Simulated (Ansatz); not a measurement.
# Calculations on AlHClF$_{3}$

**1. Relaxation**

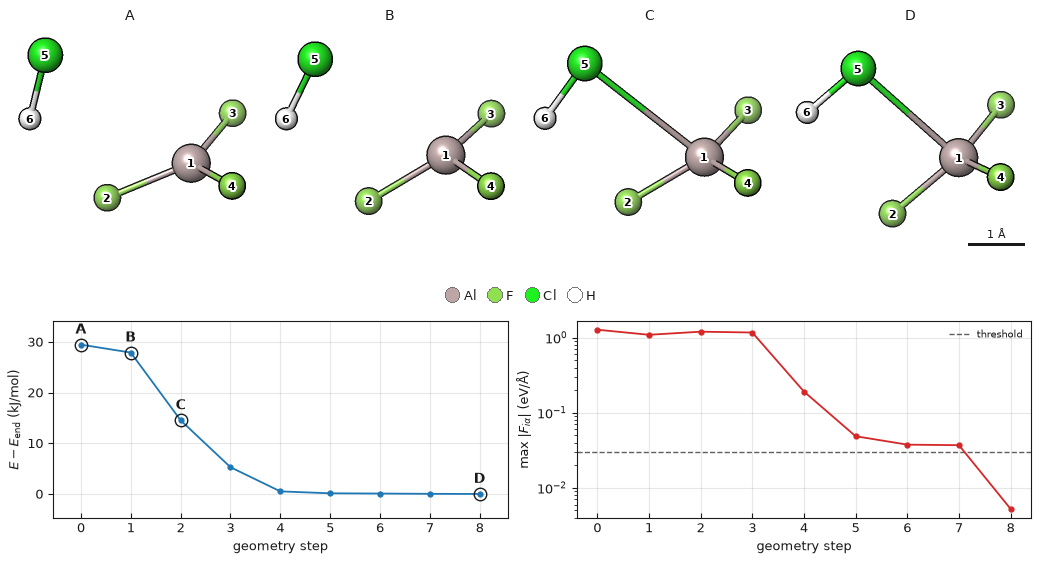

Frames of a relaxation of AlHClF3, marked on the history of the run. The picture is a ball-and-stick view, seen from a free direction.

The run prepares an end point of a later path (reaction) calculation, from a guessed geometry.

The calculation used RHF/def2-SVP in Ansatz 0.2.0. (no spin polarisation; force threshold 0.03 eV/Å; at most 50 steps)

Describe the path.

Cl5 moves most after the best rigid fit: 0.65 Å. Largest moves by element: Cl 0.65 Å, F 0.34 Å, Al 0.25 Å, H 0.14 Å. Near-neighbour distances that change, for instance: Al1–Cl5 3.421 → 2.556 Å, Cl5–H6 1.323 → 1.281 Å, Al1–F2 1.666 → 1.648 Å, Al1–F3 1.627 → 1.639 Å. New bonds form, among them: Al1–Cl5 (3.42 → 2.56 Å). Bond angles that change, for instance: F3–Al1–F4 121.7° → 118.9°. After 8 geometry steps the energy has fallen by 29.5 kJ/mol. Largest force component: 1.3 eV/Å at the start, 0.0052 eV/Å at the end. Cost: 8.4 s on 1 thread of Intel(R) Xeon(R) 6975P-C (Granite Rapids) (shared host), peak memory 0.17 GiB. From step 0 to 1: Cl5 moves most (0.20 Å), energy −1.56 kJ/mol. From step 1 to 2: Cl5 moves most (0.19 Å), energy −13.4 kJ/mol. From step 2 to 8: Cl5 moves most (0.26 Å), energy −14.5 kJ/mol.

| step | E − E(0), kJ/mol | largest force component, eV/Å |
| --- | --- | --- |
| 0 | 0.00 | 1.2763 |
| 1 | -1.56 | 1.0922 |
| 2 | -14.93 | 1.2014 |
| 3 | -24.18 | 1.1710 |
| 4 | -28.95 | 0.1916 |
| 5 | -29.33 | 0.0487 |
| 6 | -29.38 | 0.0376 |
| 7 | -29.43 | 0.0370 |
| 8 | -29.46 | 0.0052 |

Limits of the set-up: Hartree-Fock leaves out electron correlation.

**2. Relaxation**

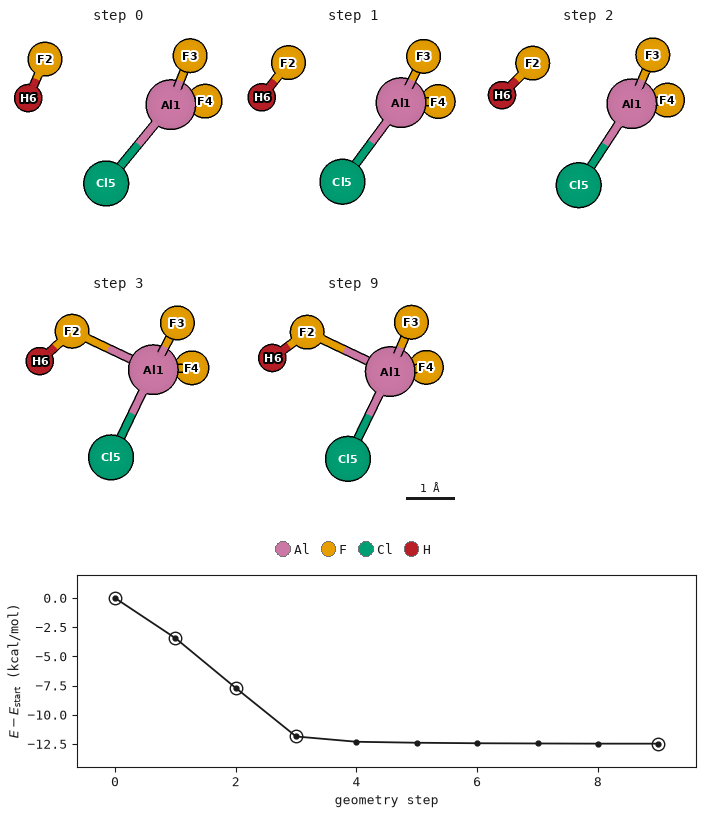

Frames of a relaxation of AlHClF3, marked on the history of the run. The picture is a ball-and-stick view, seen at a tilt.

The run prepares an end point of a later path (reaction) calculation, from a guessed geometry.

All numbers below come from RHF/def2-SVP in Ansatz 0.2.0. (no spin polarisation; force threshold 0.03 eV/Å; at most 50 steps)

Describe the path.

After 9 geometry steps the energy has fallen by 12.5 kcal/mol. Largest force component: 1.2 eV/Å at the start, 0.013 eV/Å at the end. The largest move after the best rigid fit is that of F2, 0.59 Å. By element the largest moves are F 0.59 Å, Al 0.33 Å, H 0.26 Å, Cl 0.22 Å. Some distances before and after: Al1–F2 2.878 → 1.992 Å, Al1–Cl5 2.183 → 2.106 Å, Al1–F3 1.630 → 1.641 Å, F2–H6 0.912 → 0.917 Å. New bonds form, among them: Al1–F2 (2.88 → 1.99 Å). Among the angles between lasting bonds that change: F3–Al1–F4 121.5° → 119.0°. From step 0 to 1: F2 moves most (0.19 Å), energy −3.43 kcal/mol. From step 1 to 2: F2 moves most (0.20 Å), energy −4.27 kcal/mol. From step 2 to 3: F2 moves most (0.20 Å), energy −4.16 kcal/mol. From step 3 to 9: H6 moves most (0.09 Å), energy −0.62 kcal/mol.

| step | E − E(0), kcal/mol | largest force component, eV/Å |
| --- | --- | --- |
| 0 | 0.00 | 1.2414 |
| 1 | -3.43 | 1.5181 |
| 2 | -7.70 | 1.6065 |
| 3 | -11.85 | 0.7721 |
| 4 | -12.31 | 0.0897 |
| 5 | -12.39 | 0.0638 |
| 6 | -12.43 | 0.0783 |
| 7 | -12.45 | 0.0802 |
| 8 | -12.47 | 0.0534 |
| 9 | -12.47 | 0.0128 |

Limits of the set-up: the start holds two separate molecules, 2.6 Å apart at their closest, whose relative position is a soft coordinate and is computed without a dispersion correction; Hartree-Fock leaves out electron correlation.

**3. Path**

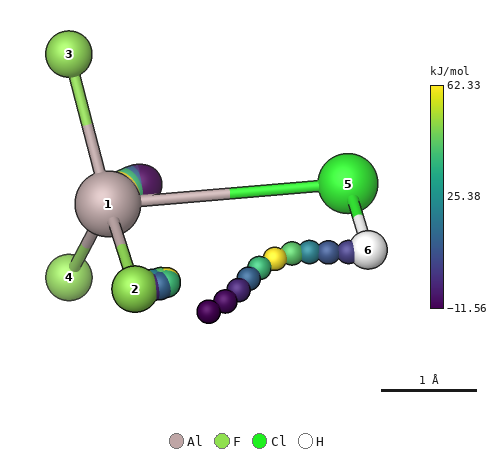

A search for the minimum-energy path of AlHClF₃ by the nudged elastic band. Images are numbered from 0 (start) to 10 (end). The start is drawn whole; smaller spheres mark the moving atoms (Al, F, H) in the later images, joined by lines and coloured by the energy of the image relative to the start. The picture is a ball-and-stick view, seen at a tilt.

Level of theory: RHF/def2-SVP in Ansatz 0.2.0. Set-up: 9 movable images; climbing image; force threshold 0.05 eV/Å; iteration limit 60; starting path through a guess of the saddle point.

Q: What moves, how far, and at what cost in energy?

A: A hydrogen atom shifts from one atom to another. Breaking: Cl5–H6 (1.28 → 1.51 at the top → 2.81 Å). Forming: F2–H6 (2.56 → 1.22 at the top → 0.92 Å). The highest point, image 5, lies 62.3 kJ/mol above the start and 73.9 kJ/mol above the end; the end is at −11.6 kJ/mol relative to the start. The band is converged. At the top, the vibrational analysis gives one imaginary mode (1304i cm⁻¹), as a transition state must have.

Limits of the set-up: Hartree-Fock leaves out electron correlation.
